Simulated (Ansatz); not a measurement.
All values below come from PBE (plane waves to 420 eV, PAW; Ansatz, a first-principles code).

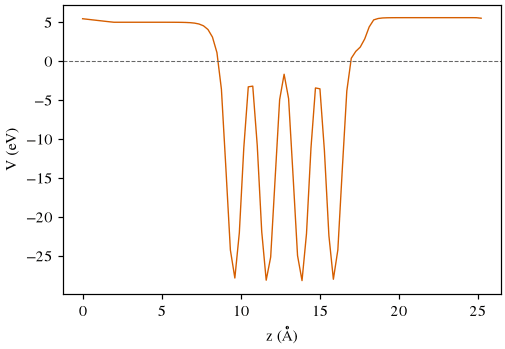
Figure. Planar average of the electrostatic potential across the slab, in eV from the Fermi level, for F on the 1x1 (0001) surface of hcp Ru, one in a 2x2 cell, started at the site 'hollow Ru-Ru-Ru over Ru at depth 2.1 Å'

Set-up: 17 atoms, 6.3 Å thick at the start under the adsorbate (thin: gaps and levels are the slab's own); mesh 6x6x1; 0.1 eV smearing; dipole correction on; 8 atoms held, the rest relaxed; start symmetry kept, larger cells not searched; no spin, no spin-orbit, no U, no dispersion correction. At the end it is bonded to 3 Ru. In PBE this state lies 0.09 eV over the lowest of the starts that converged ('bridge Ru-Ru (span 2.7 Å)').

The vacuum level lies 5.54 eV above the Fermi level over the top face and 4.96 eV above it under the bottom face.
